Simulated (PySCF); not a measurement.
## A study: BF2, doublet, SMILES `F[B]F`

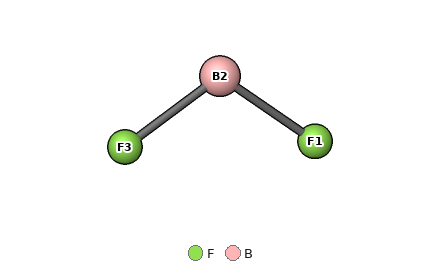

The molecule, with its atoms numbered as below. No frequency check shows the geometry to be a minimum.

Coordinates in Å:

```
F1       1.1058   -0.1559    0.0000
B2       0.0000    0.5613    0.0000
F3      -1.1058   -0.1559    0.0000
```

Part 1: Bonding charge

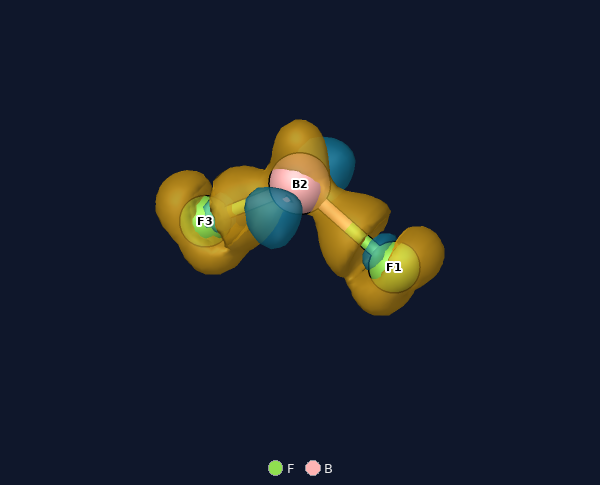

Deformation density (molecule less spherical, spin-averaged free atoms at the same positions), surfaces at ±0.13 e/Å³; yellow: gain, teal: loss.

PySCF calculation, PBE0/def2-SVPD, gas phase; geometry: GFN2-xTB. The stability of the open-shell solution wasn't checked. GFN2-xTB doesn't know the spin state, so this open-shell geometry is rough.

> Describe the bonding that the map shows.

F1–B2 and B2–F3: +0.27 e/Å³ at the bond critical point (bond length 1.32 Å). In all, 0.6 electrons gather in the regions of gain relative to the promolecule.

> Where do the Hirshfeld charges lie?

The highest Hirshfeld charge is on B2 (+0.27 e), the lowest on F1 and F3 (−0.14 e).

```tsv
atom	charge (e)
F1	−0.14
B2	+0.27
F3	−0.14
```

Part 2: Bond critical points

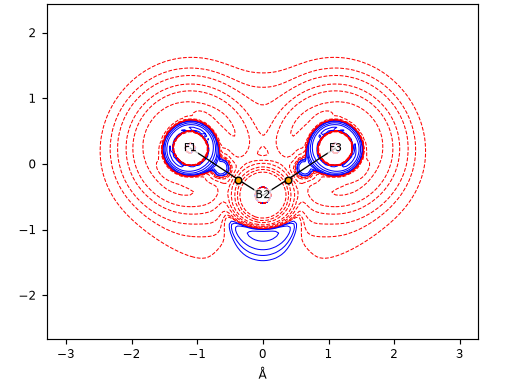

Negative Laplacian of the density (−∇²ρ) in the molecular plane (solid blue lines positive, dashed red lines negative, contours at ±0.02 to ±8 a.u.), with bond paths and bond critical points (dots).

> Sort the bonds in the plane by the sign of ∇²ρ at their critical points.

At none is it concentrated. Depleted (∇²ρ > 0): F1–B2 and B2–F3 (+1.39 a.u., H = −0.095). A positive Laplacian with clearly negative H marks a strongly polar covalent bond, whose critical point lies close to the core of the less electronegative atom.

> Where along F1–B2 does the critical point lie?

0.87 Å from F1 and 0.45 Å from B2.

Part 3: Electrostatic potential

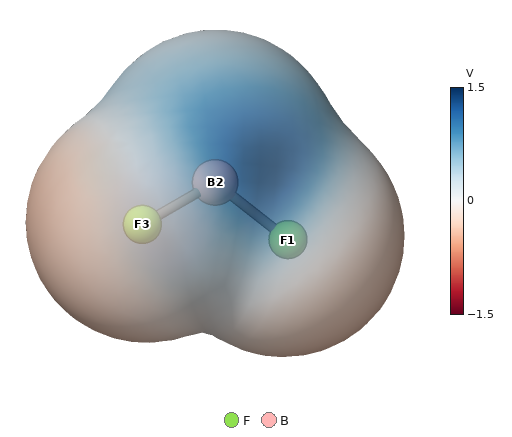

Electrostatic potential on the surface of electron density 0.001 a.u.

> Where are the extremes of the potential on the surface?

Highest: 1.46 V, off the molecular plane, over B2 (1.8 Å), and at like points elsewhere. Lowest: −0.41 V, 1.6 Å from F1, and at like points elsewhere. Further minima include 0.12 V, 2.2 Å from B2. The surface is sampled at points, so like sites can differ by a few per cent and only the strongest of them is named.

> What volume does the surface enclose, and what is the dipole moment?

About 47 Å³; the dipole moment is 0.7 D.

Part 4: Spin density

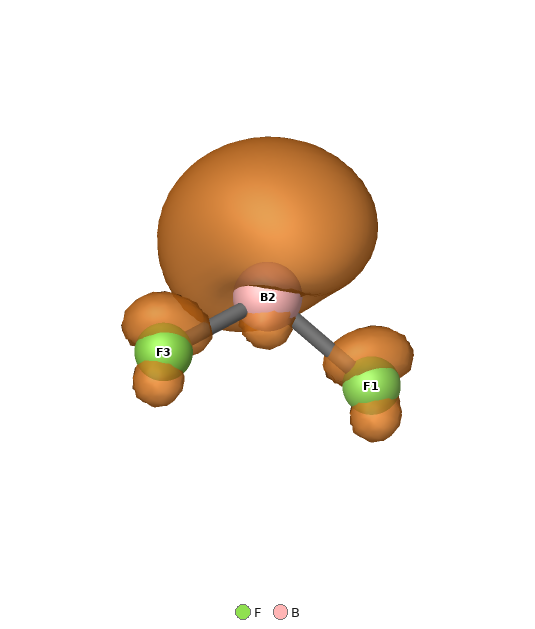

Spin density ρα − ρβ at ±0.05 e/Å³ (orange: excess α, blue: excess β).

> Where is the unpaired spin?

Hirshfeld spin populations: B2 +0.85 and F1 and F3 +0.07. ⟨S²⟩ = 0.75, as for a pure state.

Part 5: In an electric field

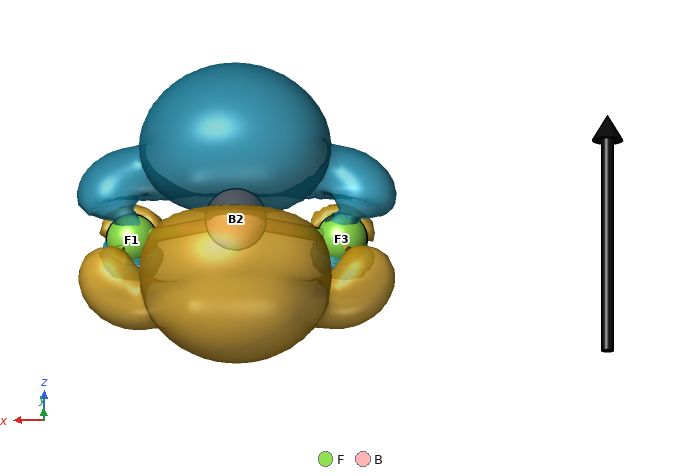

Change of the electron density in a uniform field of 0.41 V/Å along +z (arrow), surfaces at ±0.002 e/Å³ (yellow: gain, teal: loss).

PySCF calculation, PBE0/6-311+G**, gas phase; geometry: GFN2-xTB. The basis has diffuse s and p functions alone, which still leaves polarisabilities too small, most of all across bonds. The stability of the open-shell solution wasn't checked. GFN2-xTB doesn't know the spin state, so this open-shell geometry is rough.

The field was applied in both directions; the picture shows the one opposite to the script's first.

> What dipole is induced, and what polarisability does it imply?

The induced dipole is 0.31 D (along the field); α along this axis, from the fields in both directions, is 15 bohr³ (2.3 Å³).

Part 6: Removing or adding an electron

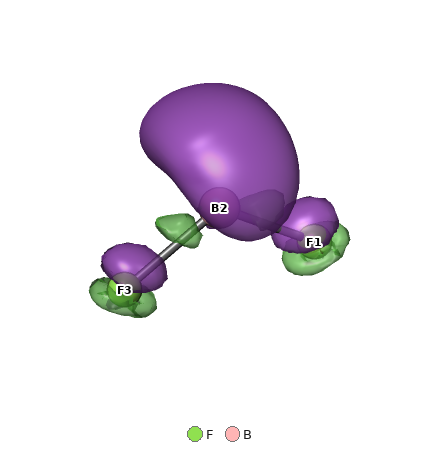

Fukui function f⁺ = ρ(N+1) − ρ(N) at fixed geometry, surfaces at ±0.06 e/Å³ (purple positive, green negative).

Level of theory: r2SCAN/cc-pVTZ (PySCF), at a geometry from GFN2-xTB. GFN2-xTB doesn't know the spin state, so this open-shell geometry is rough.

> Which atoms respond most to the addition of an electron?

f⁺ (Hirshfeld-condensed) is largest on B2 (0.75); the vertical electron affinity is 0.10 eV (to the singlet anion, which needn't be its lowest state; the anion's highest orbital has positive energy, so this value and f⁺ depend on the basis). Condensed values hint at sites of nucleophilic attack but needn't mark the atom that reacts. Orbital relaxation makes it negative in places (0.08 e in all).

The PySCF runs shown took 6.6 s, 13 s and 32 s on 1 thread of Arm Neoverse N1, on a shared host.
